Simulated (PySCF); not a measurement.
Consider C₅H₁₀OS.

```xyz
17

C     2.0763   -0.3818    0.8247
S     0.6843   -1.4850    0.4655
C    -0.3642   -0.4275   -0.6289
C     0.3946    0.1027   -1.8292
C    -0.8532    0.6394    0.3239
C    -2.0877    0.2715    1.1005
O    -0.2518    1.6753    0.4815
H     2.5688   -0.7873    1.7025
H     2.7632   -0.3698   -0.0166
H     1.6999    0.6156    1.0359
H    -1.1719   -1.0987   -0.9235
H    -0.3056    0.5521   -2.5312
H     0.9274   -0.7021   -2.3305
H     1.1019    0.8682   -1.5188
H    -1.9955   -0.7357    1.4993
H    -2.9434    0.2947    0.4272
H    -2.2501    0.9805    1.9078
```

Geometry: GFN2-xTB.

Theory: PBE0/pcSseg-1, SCF density, gas phase, non-relativistic (PySCF).

**Predict the electron density and electron localisation function between the atoms.**

C–H (1.09 Å): ρ at the midpoint is about 2 e/Å³; the ELF climbs to about 1 towards the hydrogen, as it does in any bond to H: a covalent bond by its length.

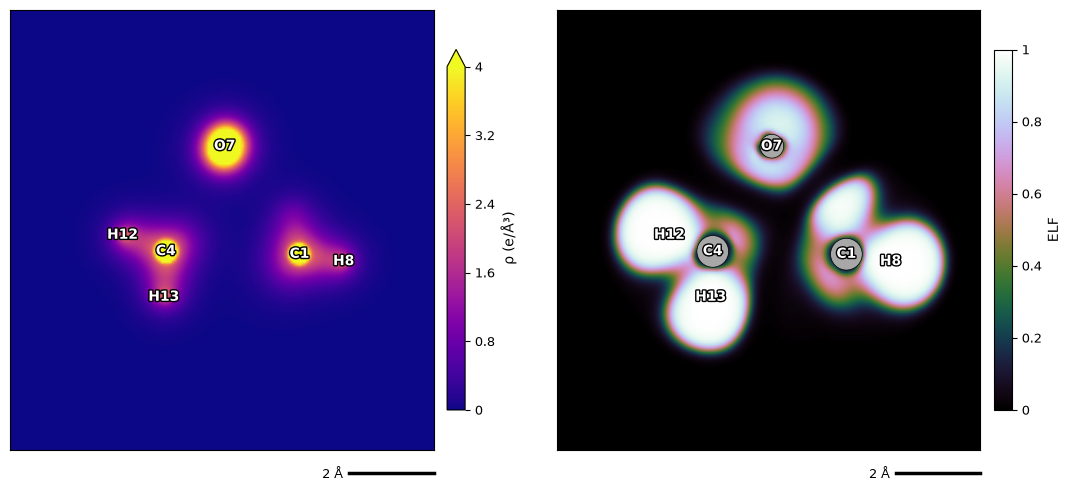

Computed electron density and electron localisation function on the plane of atoms H12, C4 and H13, in this order. Grey discs cover the atomic cores in the ELF map. 
